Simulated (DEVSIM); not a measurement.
Structure: illuminated Ge n-on-p cell, one wavelength, with a back-surface field, at 300 K.

```tsv
layer (left to right)	material	thickness (μm)	Nd (cm⁻³)	Na (cm⁻³)	τn (s)	τp (s)	absorption coefficient (cm⁻¹)
1	Ge	0.410	4.1e18	-	1.6e-7	2.7e-7	310
2	Ge	280	-	8.5e16	3e-6	3e-6	310
3	Ge	0.250	-	2.3e18	3e-6	3e-6	310
```

Left contact: ohmic, minority hole recombination velocity 100 cm/s. Right contact: ohmic, minority electron recombination velocity 8e5 cm/s. Voltage is applied to the left contact. Recombination: SRH at mid-gap, radiative, Auger. Light enters at the left, 1.4e18 photons cm⁻² s⁻¹, one pass, no reflection. Mobility is μmin + (μ − μmin)/(1 + (N/Nref)^α).

This is a model device: material constants are rounded textbook-type values typed into the input, and sizes, dopings and lifetimes were drawn at random. Values at 300 K.

```tsv
parameter	Ge
gap (eV)	0.664
affinity (eV)	4
permittivity	16
Nc (cm⁻³)	1.04e19
Nv (cm⁻³)	6e18
μn (cm²/Vs)	3900
μp (cm²/Vs)	1900
μn,min	150
μp,min	100
Nref,n	2.6e17
Nref,p	4e17
αn	0.56
αp	0.6
B (cm³/s)	6.4e-14
Cn (cm⁶/s)	1e-31
Cp (cm⁶/s)	1e-31
```

Simulated with DEVSIM: 1D drift-diffusion, Boltzmann statistics, complete ionisation; no tunnelling, impact ionisation, image-force lowering or self-heating.

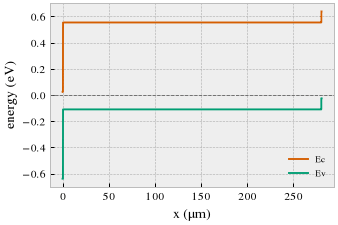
*Band edges at zero bias, in the dark*

Energies count from the Fermi level of the right contact; mesh points crowd at the junctions.

```csv
x (μm),Ec (eV),Ev (eV),n (cm⁻³),p (cm⁻³),field (V/cm)
0.000,0.024,-0.640,4.1e18,1.1e8,≈ 0
0.04742,0.024,-0.640,4.1e18,1.1e8,≈ 0
0.1771,0.024,-0.640,4.1e18,1.1e8,≈ 0
0.3427,0.024,-0.640,4.1e18,1.1e8,≈ 0
0.4120,0.086,-0.578,3.8e17,1.1e9,100000
0.4677,0.451,-0.213,2.7e11,1.6e15,39000
0.6421,0.554,-0.110,5.1e9,8.5e16,≈ 0
1.594,0.554,-0.110,5.1e9,8.5e16,≈ 0
4.173,0.554,-0.110,5.1e9,8.5e16,≈ 0
12.26,0.554,-0.110,5.1e9,8.5e16,≈ 0
39.17,0.554,-0.110,5.1e9,8.5e16,≈ 0
166.3,0.554,-0.110,5.1e9,8.5e16,≈ 0
244.0,0.554,-0.110,5.1e9,8.5e16,≈ 0
268.8,0.554,-0.110,5.1e9,8.5e16,≈ 0
278.0,0.554,-0.110,5.1e9,8.5e16,≈ 0
279.6,0.554,-0.110,5.1e9,8.5e16,≈ 0
280.2,0.554,-0.110,5.1e9,8.5e16,≈ 0
280.4,0.556,-0.108,4.8e9,9.1e16,1100
280.4,0.638,-0.026,2.0e8,2.2e18,4500
280.5,0.639,-0.025,1.9e8,2.3e18,≈ 0
280.6,0.639,-0.025,1.9e8,2.3e18,≈ 0
280.7,0.639,-0.025,1.9e8,2.3e18,≈ 0
```
